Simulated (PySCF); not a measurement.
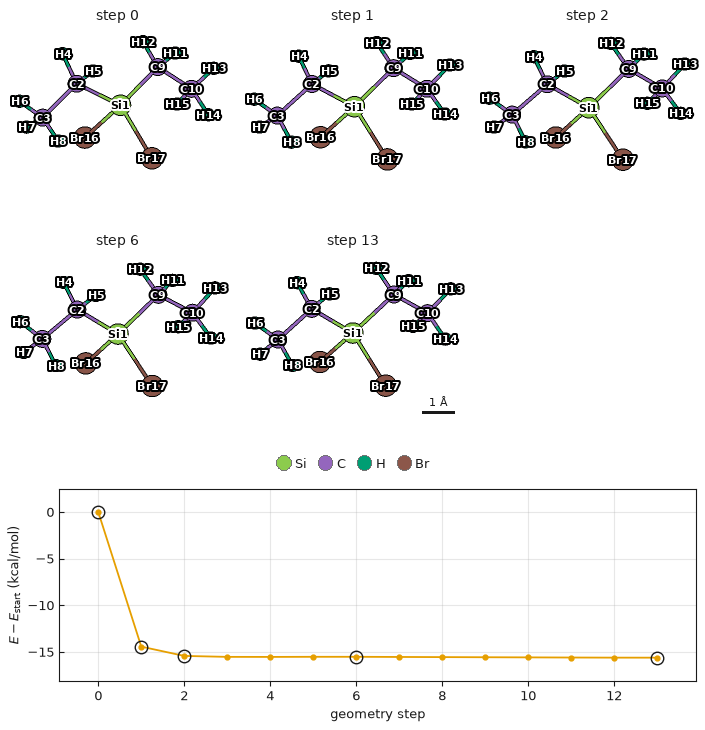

Frames of a relaxation of C4H10Br2Si, marked on the history of the run. A ball-and-stick model, seen at a tilt.

The start comes from GFN2-xTB. Its atoms were then displaced at random by about 0.03 Å.

Level of theory: PBE0-D3(BJ)/def2-SVP geometry optimisation, gas phase (PySCF 2.14.0, density-fitted response routines). 

Describe the path.

The largest move after the best rigid fit is that of H13, 0.18 Å. Largest moves by element: H 0.18 Å, Si 0.15 Å, C 0.11 Å, Br 0.09 Å. Near-neighbour distances that change, for instance: Si1–Br16 2.359 → 2.238 Å, C3–H8 1.010 → 1.100 Å, C2–H4 1.172 → 1.105 Å, C10–H13 1.040 → 1.100 Å. Bond angles that change, for instance: H7–C3–H8 115.6° → 107.5°, Si1–C9–H12 114.3° → 106.3°, C9–Si1–Br17 113.1° → 108.6°. The energy falls by 15.6 kcal/mol in 13 geometry steps. From step 0 to 1: H13 moves most (0.11 Å), energy −14.4 kcal/mol. From step 1 to 2: Si and H atoms move most (0.05 Å), energy −0.99 kcal/mol. From step 2 to 6: H5 moves most (0.09 Å), energy −0.09 kcal/mol. From step 6 to 13: H7 moves most (0.07 Å), energy −0.09 kcal/mol.

```csv
step,"E − E(0), kcal/mol"
0,0.00
1,-14.43
2,-15.42
3,-15.53
4,-15.53
5,-15.52
6,-15.52
7,-15.54
8,-15.55
9,-15.57
10,-15.58
11,-15.60
12,-15.61
13,-15.61
```
